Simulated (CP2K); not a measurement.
# CH6GaNO2 (SMILES C[O][Ga]([NH2])[OH]): PM3

What is the energy change on altering one bond length of CH6GaNO2 at PM3? 

The results are computed with CP2K 2026.2.

3 further runs of the same task are left out: 3 set aside as unsound or not needed.

## 1. Starting point

CH6GaNO2 has 11 atoms, charge 0, and is taken as a singlet. As SMILES, `C[O][Ga]([NH2])[OH]`. The shape comes from GFN2-xTB, which is rough for such elements, and wasn't checked as a minimum. This is one conformer, not always the lowest.

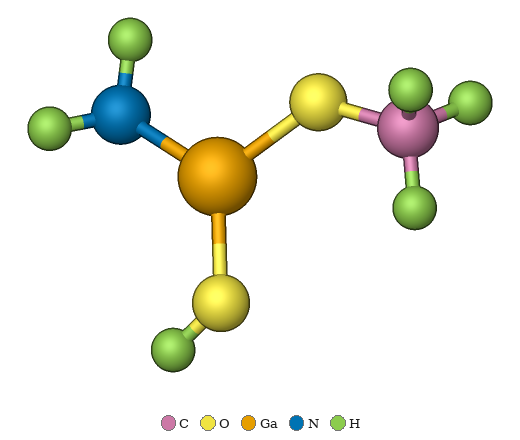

Viewed from a chosen angle; carbon pink, oxygen yellow, gallium amber, nitrogen blue, hydrogen green.

## 2. Energy and forces at PM3

mol.inp

```
&GLOBAL
  PROJECT_NAME mol
  RUN_TYPE ENERGY_FORCE
  PRINT_LEVEL MEDIUM
&END GLOBAL

&FORCE_EVAL
  METHOD QS
  &DFT
    &QS
      METHOD PM3
      EPS_DEFAULT 1.0E-10
      &SE
        &COULOMB
          CUTOFF [angstrom] 50
          RC_RANGE [angstrom] 0
        &END COULOMB
        &EXCHANGE
          CUTOFF [angstrom] 50
          RC_RANGE [angstrom] 0
        &END EXCHANGE
      &END SE
    &END QS
    &POISSON
      PERIODIC NONE
      POISSON_SOLVER ANALYTIC
    &END POISSON
    &SCF
      SCF_GUESS ATOMIC
      EPS_SCF 1.0E-06
      MAX_SCF 30
      &OT
        MINIMIZER CG
        PRECONDITIONER FULL_ALL
      &END OT
      &OUTER_SCF
        EPS_SCF 1.0E-06
        MAX_SCF 8
      &END OUTER_SCF
    &END SCF
    &PRINT
      &MOMENTS
        PERIODIC F
        REFERENCE COM
        MAX_MOMENT 1
      &END MOMENTS
      &MO_CUBES
        NLUMO 5
        NHOMO -1
        WRITE_CUBE F
      &END MO_CUBES
      &HIRSHFELD OFF
      &END HIRSHFELD
    &END PRINT
  &END DFT
  &SUBSYS
    &CELL
      ABC 19.9 20.6 20.6
      PERIODIC NONE
    &END CELL
    &COORD
      C     -1.269040    -1.370020     1.010650
      O     -0.434050    -0.228810     0.923290
      Ga     0.459800     0.431680    -0.439320
      N      1.592540     1.841060    -0.064360
      O      0.298610    -0.363330    -1.985960
      H     -2.282490    -1.048030     1.262800
      H     -1.299570    -1.934390     0.075240
      H     -0.887790    -2.018220     1.803870
      H      1.464370     2.198970     0.875920
      H      1.541150     2.623510    -0.708820
      H      0.816480    -0.132430    -2.753310
    &END COORD
    &TOPOLOGY
      &CENTER_COORDINATES
      &END CENTER_COORDINATES
    &END TOPOLOGY
  &END SUBSYS
  &PRINT
    &FORCES ON
    &END FORCES
  &END PRINT
&END FORCE_EVAL
```

Launch:

```sh
$ OMP_NUM_THREADS=1 cp2k.psmp -i mol.inp > mol.out 2>&1
```

What it wrote:

```text
CP2K| version string:                                       CP2K version 2026.2
[...]
 GLOBAL| Method name                                                        CP2K
[...]
 GLOBAL| Run type                                                   ENERGY_FORCE
[...]
                             - Atoms:                                         11
[...]
                             - Spherical basis functions:                     26
[...]
 Number of electrons:                                                         30
[...]
     1 OT CG       0.15E+00    0.0     0.36196504       -32.1839770005 -3.22E+01
[...]
     9 OT CG       0.40E+00    0.0     0.00000059       -37.5103388242 -1.72E-10
  *** SCF run converged in     9 steps ***
  Core-core repulsion energy [eV]:                           2005.48208383966016
  Core Hamiltonian energy [eV]:                             -1648.86515222717912
  Two-electron integral energy [eV]:                        -2754.65031989446061
  Electronic energy [eV]:                                   -3026.19031217440943
  Total energy [eV]:                                        -1020.70822833474915
  Atomic reference energy [eV]:                              1017.16428650967771
  Heat of formation [kcal/mol]:                               -81.72524644560309
[...]
 SE_DIPOLE| Moment [Debye]         -0.66721177      -2.15679476       0.61227845
 SE_DIPOLE| Derivative [a.u.]       0.00000000       0.00000000       0.00000000
 *** WARNING in qs_scf_post_se.F:140 :: Printing of MO cube files not ***
 *** implemented for Semi-Empirical method.                           ***
 ENERGY| Total FORCE_EVAL ( QS ) energy [hartree]            -37.510338824228640
 FORCES| Atomic forces [hartree/bohr]
 FORCES|   Atom     x               y               z               |f|
 FORCES|      1  2.73283020E-02  3.18231779E-02 -1.14424773E-02   4.34796623E-02
 FORCES|      2 -2.34857300E-02 -2.57370224E-02  1.54912048E-02   3.81307129E-02
 FORCES|      3  2.18103587E-02  3.41100125E-02  2.51047894E-02   4.76385889E-02
 FORCES|      4 -2.93557668E-02 -1.73964634E-02 -4.74757968E-03   3.44519592E-02
 FORCES|      5  4.13638035E-03 -6.03638454E-03 -2.94135540E-02   3.03101426E-02
 FORCES|      6 -2.39107971E-03  2.96973258E-03  9.70246897E-04   3.93420295E-03
 FORCES|      7  2.12696180E-03  4.07615070E-04 -4.90401807E-03   5.36092434E-03
 FORCES|      8  2.22537361E-03 -7.18673656E-04  2.74542370E-03   3.60640137E-03
 FORCES|      9  2.70784886E-03 -4.50897072E-03 -1.09122004E-02   1.21136031E-02
 FORCES|     10  3.18406330E-04 -1.14617917E-02  7.65648899E-03   1.37875261E-02
 FORCES|     11 -5.42105515E-03 -3.45123167E-03  9.45167560E-03   1.14294799E-02
 FORCES| Sum     4.70110062E-16 -1.80411242E-16  3.33066907E-16
 FORCES| Total atomic force                                       6.03726139E-16
[...]
```

Run time: 0.64 s. Hardware: 1 thread of Arm Neoverse V1, shared host.

## 3. The distorted shape

job.inp

```
&FORCE_EVAL
   METHOD QS
   &DFT
      CHARGE 0
      MULTIPLICITY 1
      &QS
         METHOD PM3
         EPS_DEFAULT 1.0E-10
         &SE
            &COULOMB
               CUTOFF [angstrom] 50
               RC_RANGE [angstrom] 0
            &END
            &EXCHANGE
               CUTOFF [angstrom] 50
               RC_RANGE [angstrom] 0
            &END
         &END
      &END
      &POISSON
         PERIODIC NONE
         POISSON_SOLVER ANALYTIC
      &END
      &SCF
         SCF_GUESS ATOMIC
         EPS_SCF 1.0E-06
         MAX_SCF 30
         &OT ON
            MINIMIZER CG
            PRECONDITIONER FULL_ALL
         &END
         &OUTER_SCF
            EPS_SCF 1.0E-06
            MAX_SCF 8
         &END
      &END
      &PRINT
         &MOMENTS
            PERIODIC F
            REFERENCE COM
            MAX_MOMENT 1
         &END
         &MO_CUBES
            NLUMO 5
            NHOMO -1
            WRITE_CUBE F
         &END
         &HIRSHFELD OFF
         &END
      &END
   &END
   &SUBSYS
      &CELL
         ABC [angstrom] 19.8 20.6 20.6
         PERIODIC NONE
      &END
      &COORD
         C     -1.370359    -1.337829     1.035859
         O     -0.535369    -0.196619     0.948499
         Ga     0.358481     0.463871    -0.414111
         N      1.491221     1.873251    -0.039151
         O      0.197291    -0.331139    -1.960751
         H     -2.282490    -1.048030     1.262800
         H     -1.400889    -1.902199     0.100449
         H     -0.989109    -1.986029     1.829079
         H      1.363051     2.231161     0.901129
         H      1.439831     2.655701    -0.683611
         H      0.715161    -0.100239    -2.728101
      &END
      &TOPOLOGY
         &CENTER_COORDINATES
         &END
      &END
   &END
   &PRINT
      &FORCES ON
      &END
   &END
&END

&GLOBAL
   PROJECT_NAME job
   RUN_TYPE ENERGY_FORCE
   PRINT_LEVEL MEDIUM
&END
```

Launch:

```sh
$ OMP_NUM_THREADS=1 cp2k.psmp -i job.inp -o job.out
```

What it wrote, shortened:

```text
CP2K| version string:                                       CP2K version 2026.2
[...]
 GLOBAL| Method name                                                        CP2K
[...]
 GLOBAL| Run type                                                   ENERGY_FORCE
[...]
                             - Atoms:                                         11
[...]
                             - Spherical basis functions:                     26
[...]
 Number of electrons:                                                         30
[...]
     1 OT CG       0.15E+00    0.0     0.36580346       -32.1365927214 -3.21E+01
[...]
     9 OT CG       0.40E+00    0.0     0.00000060       -37.5007599312 -1.43E-10
  *** SCF run converged in     9 steps ***
  Core-core repulsion energy [eV]:                           2011.25651502692040
  Core Hamiltonian energy [eV]:                             -1649.44307210465013
  Two-electron integral energy [eV]:                        -2764.52203264330001
  Electronic energy [eV]:                                   -3031.70408842630013
  Total energy [eV]:                                        -1020.44757339937985
  Atomic reference energy [eV]:                              1017.16428650967771
  Heat of formation [kcal/mol]:                               -75.71440036466019
[...]
 SE_DIPOLE| Moment [Debye]         -0.65862541      -2.16928004       0.61299218
 SE_DIPOLE| Derivative [a.u.]       0.00000000       0.00000000       0.00000000
 *** WARNING in qs_scf_post_se.F:140 :: Printing of MO cube files not ***
 *** implemented for Semi-Empirical method.                           ***
 ENERGY| Total FORCE_EVAL ( QS ) energy [hartree]            -37.500759931188888
[...]
```

Run time: 0.66 s. Hardware: 1 thread of Arm Neoverse V1, shared host.

## 4. Results

At PM3:

```
                                                         quantity           value
                                        first shape: total energy    -37.51034 Eh
                                       first shape: dipole moment          2.34 D
           first shape: heat of formation at this unrelaxed shape  -81.7 kcal/mol
                            first shape: largest force on an atom      2.450 eV/Å
                                    distorted shape: total energy    -37.50076 Eh
                                   distorted shape: dipole moment          2.35 D
       distorted shape: heat of formation at this unrelaxed shape  -75.7 kcal/mol
                        distorted shape: largest force on an atom      5.634 eV/Å
energy change with the C1–H6 bond shortened from 1.093 to 0.984 Å        0.261 eV
```

What this shows: With the C1–H6 bond shortened from 1.093 to 0.984 Å the energy rises by 0.26 eV (25.1 kJ/mol). The first shape isn't relaxed at this level, so the change isn't measured from a minimum. The largest force (first shape) is 2.45 eV/Å: the shape isn't a stationary point for this species at this level.
